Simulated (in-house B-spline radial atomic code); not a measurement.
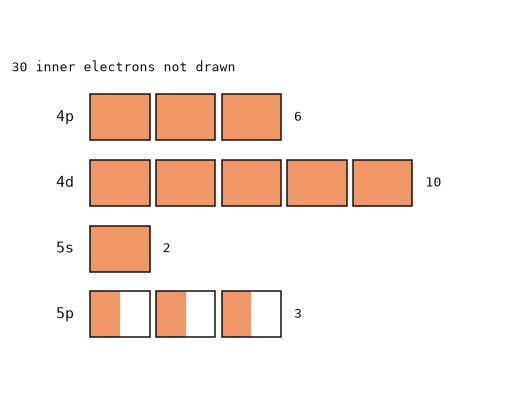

The outer shells as the input fills them: a box for each of the 2l + 1 orbitals, shaded by the share of the shell that is filled, with the electron count at the right.

Te⁺: RPA and GW calculation

- system: Te⁺, configuration [Kr] 4d10 5s2 5p3.
- method: RPA, second-order and SOSEX correlation energies and G0W0 (contour deformation) on a scalar-relativistic (spin-free one-electron X2C) mean field, all electrons, B-spline basis (in-house B-spline radial atomic code)

**Input file**
```
Z = 52
electrons = 51.0
configuration = [Kr] 4d10 5s2 5p3
hamiltonian = x2c
method = pbeh
lmax = 9
exact_exchange_fraction = 0.0
rms_radius = 4.7423
spin_polarised = True
box_radius = 23.78
intervals = 70
```

The run was one of a batch that the task file lists, launched with:
```bash
python <driver script> task.json out
```

The program writes its results to a structured record and prints no log; tables and figures of this report are taken from that record.

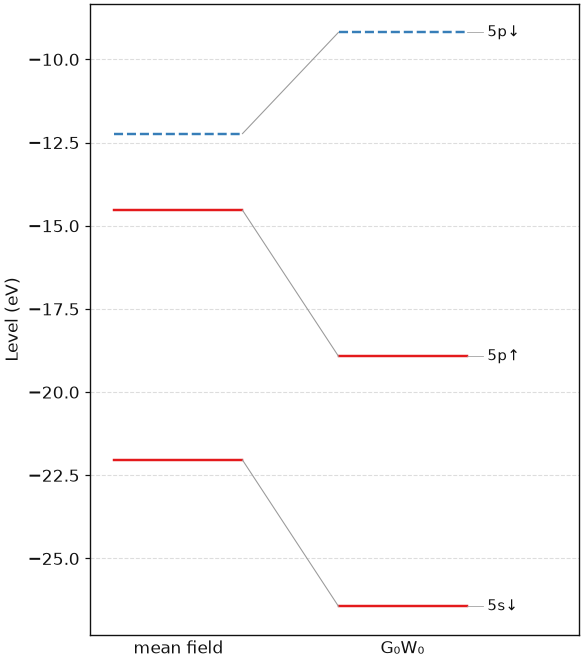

Mean-field and G₀W₀ levels (solid occupied, dashed empty) for Te⁺ ([Kr] 4d¹⁰ 5s² 5p³). All-electron spherical atom, scalar X2C, PBE start, no spin-orbit coupling, Breit or QED terms; computed with a B-spline radial code. The quasi-particle equation is solved at full frequency; levels of low quasi-particle weight Z are left out. Σ columns are in eV, and Σc holds an estimate for the angular momenta beyond the basis. G₀W₀ moves the highest occupied level, 5p↑, from −14.53 to −18.92 eV (renormalisation factor Z = 0.89). The empty level 5p↓ goes from −12.23 to −9.19 eV.

```
Level  Mean field (eV)  Σx − vxc (eV)  Σc (eV)     Z  G₀W₀ (eV)
  5p↓           −12.23           5.67    −2.63  0.90      −9.19
  5p↑           −14.53          −4.12    −0.27  0.89     −18.92
  5s↓           −22.04          −2.44    −1.96  0.88     −26.44
```

**Summary**

- outcome: converged
- mean-field total energy: −6793.04842 hartree
- total energy with exact exchange alone: −6790.63476 hartree
- exact exchange energy: −174.57060 hartree
- RPA correlation, extrapolated in the angular momentum of the empty orbitals: −3.99932 hartree
- RPA correlation, as summed: −3.93512 hartree
- direct second-order term: −4.59951 hartree
- second-order exchange term: 1.26626 hartree
- SOSEX term: 1.17324 hartree
- hardware: 1 CPU thread, shared host
- wall time: 10 s

**Remarks**

Caveats: spin-orbit coupling, Breit and QED terms are absent.
